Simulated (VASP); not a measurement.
Band structure of SiO2 (space group P6_322). Computed with PBEsol GGA, VASP's PBE PAW potentials (set 64) (plane waves; VASP).

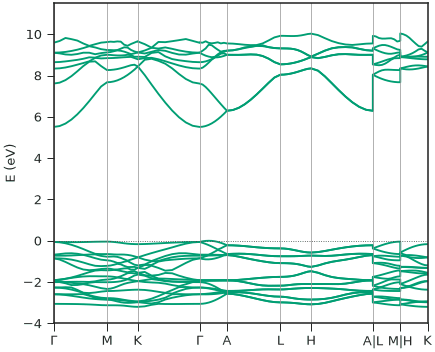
Figure. Bands along high-symmetry lines, zero at the valence-band maximum or, without a gap, the Fermi level

Task: Read the plot: is there a gap, and where are the band edges?

Result: The gap is indirect, 5.51 eV, from the valence maximum at Γ-A at 0.33 to the conduction minimum at Γ. (Edges off the drawn lines would not show.)

The structure comes from a computed database's SiO2 entry (P6_322); how it stands against other phases isn't given here. It was relaxed first.
